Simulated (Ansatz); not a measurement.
# GeH3···H2 (doublet): what the fields show

```xyz
6

Ge    0.0006    0.0000   -0.6193
H    -0.0001    0.0000    3.0861
H     1.4711    0.0000   -1.1012
H    -0.7348    1.2735   -1.1008
H    -0.7348   -1.2735   -1.1008
H    -0.0005    0.0000    3.8475
```

The calculation used Ansatz, UKS B3LYP/def2-SVP.

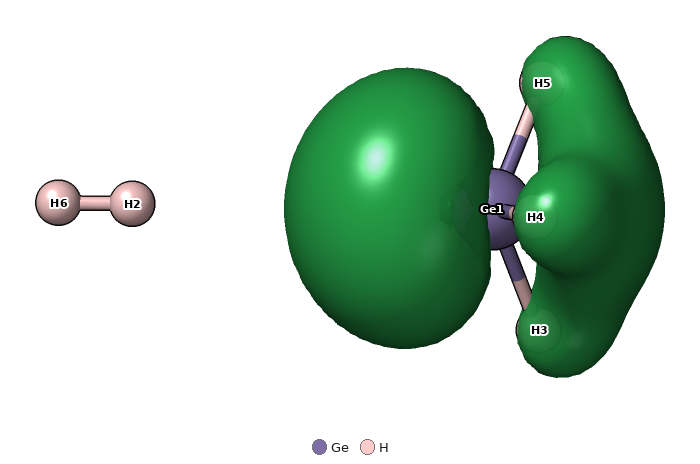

Figure 1. Isosurfaces of the spin density at +0.015 (green) and −0.015 e/Å³ (red), seen at a tilt.

Q: Which atoms carry the spin?

A: The unpaired spin (1 electron) lies mostly on Ge1 (about 0.8), in electrons by Hirshfeld's partition.

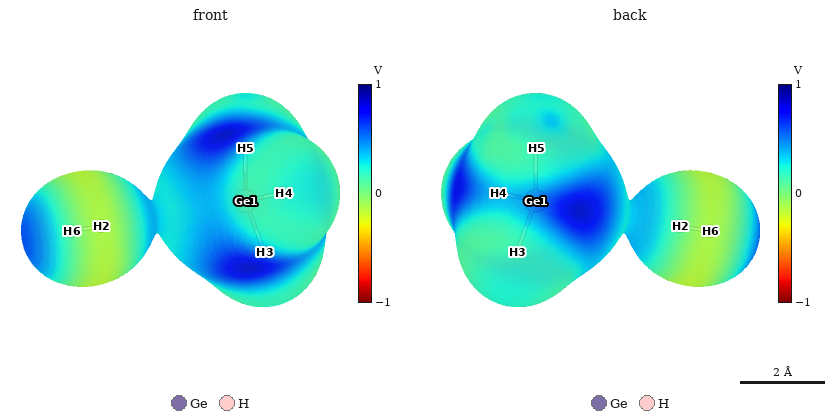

Figure 2. The electrostatic potential painted on the density surface at 0.002 e/bohr³, seen from the front and from behind; the colour scale runs from red (negative) to blue (positive).

Q: Where is the surface potential most negative and most positive?

A: The most negative region (about −0.2 V) lies over H2 and H6, the most positive (about +0.8 V, or +18 kcal/mol for a unit charge) over Ge1.

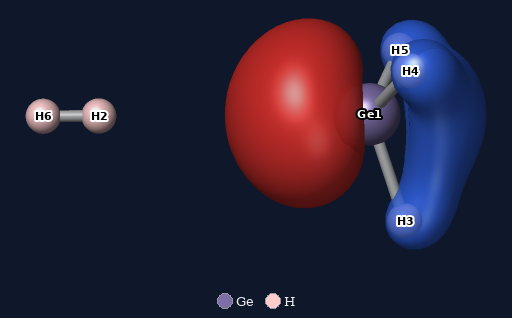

Figure 3. The HOMO (α) at ±0.15 Å⁻³ᐟ² (red and blue are the two phases), seen across its widest extent.

Q: What is the character of this orbital?

A: It lies mainly on Ge1 (about 80 %). Its energy is −6.04 eV.

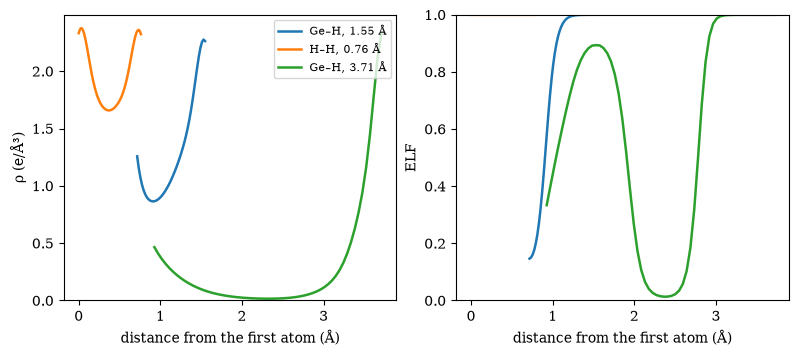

Figure 4. Electron density and electron localisation function along straight lines between neighbouring atoms. The curves leave out the atomic cores.

Q: What can be read from the curves?

A: Ge–H (1.55 Å): ρ at the midpoint is about 1 e/Å³; the ELF climbs to about 1 towards the hydrogen.
H–H (0.76 Å): the density is about 1.7 e/Å³ at the midpoint; the ELF is about 1 at the midpoint.
Ge1···H2 (3.71 Å): the density falls to about 0.02 e/Å³ on the way; the ELF dips to about 0 between them (a non-bonded, intermolecular contact).
